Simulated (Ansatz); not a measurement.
**Computed map of one atom of the cell: AlRu (CsCl type)**

Relaxed AlRu (CsCl type):

```yaml
crystal:
  lattice:
    - [2.97635, 0.00000, 0.00000]
    - [0.00000, 2.97635, 0.00000]
    - [0.00000, 0.00000, 2.97635]
  atoms:
    - { symbol: Al, position: [0.00000, 0.00000, 0.00000] }
    - { symbol: Ru, position: [0.50000, 0.50000, 0.50000] }
```

In this cell atom 1 (Al, nearest neighbour Ru at 2.578 Å; its periodic images, 3.0 Å or more away, move with it) is moved by u·(0.707, 0.707, 0.000) + v·(0.000, 0.000, 1.000); the rest is frozen.

These are PBEsol (plane waves to 420 eV, PAW, scalar-relativistic; Ansatz, a first-principles code) values and carry that method's errors. k mesh 13×13×13 (Γ-centred), Fermi-Dirac smearing 0.05 eV. E stands for the smeared free energy. Points where atoms come too close for the PAW data are left out (x in tables, blank in figures). With partly filled bands, energies and forces of such displacements shift with the k mesh and the smearing. Fu and Fv are the components of the force on the atom. AlRu is run without spin polarisation. AlRu was relaxed with its symmetry unable to fall. The zero of ΔE is the undisplaced structure. Axes are in Å.

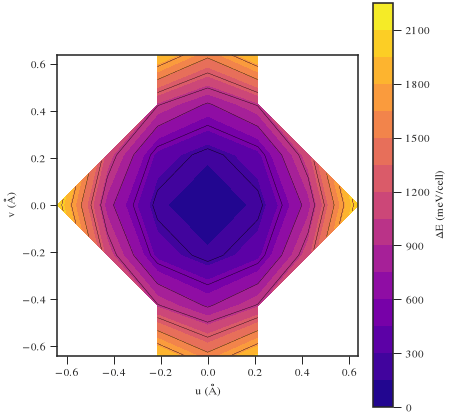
Fig. 1. ΔE (meV/cell) over the 7×7 grid of computed points.

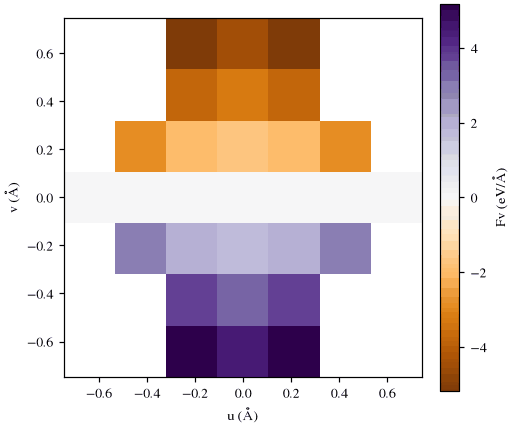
Figure: Fv (eV/Å) over the 7×7 grid of computed points.

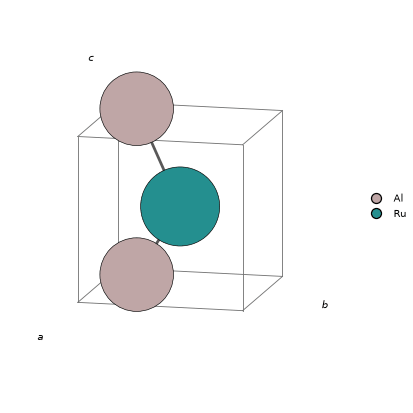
Fig. 1. The cell of the calculation at u = 0.640 Å, v = 0.000 Å.

Lowest place on the grid: u = 0.000 Å, v = 0.000 Å (0 meV/cell).

(A displaced cell: forces are minus the slopes of the energy, force constants its curvatures, and phonons follow from these.)
